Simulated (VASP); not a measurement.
Consider the following.

```xyz
8
Lattice="4.4634 0.0000 0.0000 0.0000 4.4634 0.0000 0.0000 0.0000 4.4634" Properties=species:S:1:pos:R:3 pbc="T T T"
Nb     0.0000     0.0000     0.0000
N      2.2317     2.2317     2.2317
N      0.0000     0.0000     2.2317
N      0.0000     2.2317     0.0000
N      2.2317     0.0000     0.0000
Hf     2.2317     2.2317     0.0000
Hf     2.2317     0.0000     2.2317
Hf     0.0000     2.2317     2.2317
```

Method: PBEsol GGA, VASP's PBE PAW potentials (set 64) (plane waves; VASP 6.6.1). Numerical set-up: 520 eV cut-off, 9×9×9 Γ-centred mesh, tetrahedra with Blöchl corrections, potentials Nb_sv N Hf_pv.

Unless said otherwise, spin-orbit coupling is left out, though it shifts the bands of the heavy elements here.

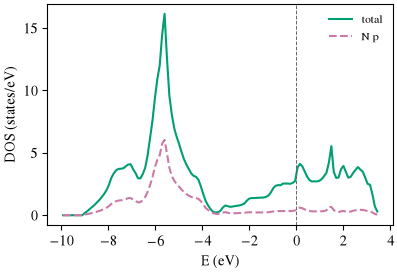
Fig. 1. Total and projected density of states, zero at the Fermi level

Within 2 eV below the Fermi level the largest weight inside VASP's projection spheres is Hf d, then Nb d.

It has no gap at this level: it comes out as a metal or semimetal.

The structure was generated: Hf3NbN4 was put into an ordered model structure (Pm-3m), which need not be its known phase. It was relaxed first. The electron count is odd and the run is not spin-polarised, which forces a metal.
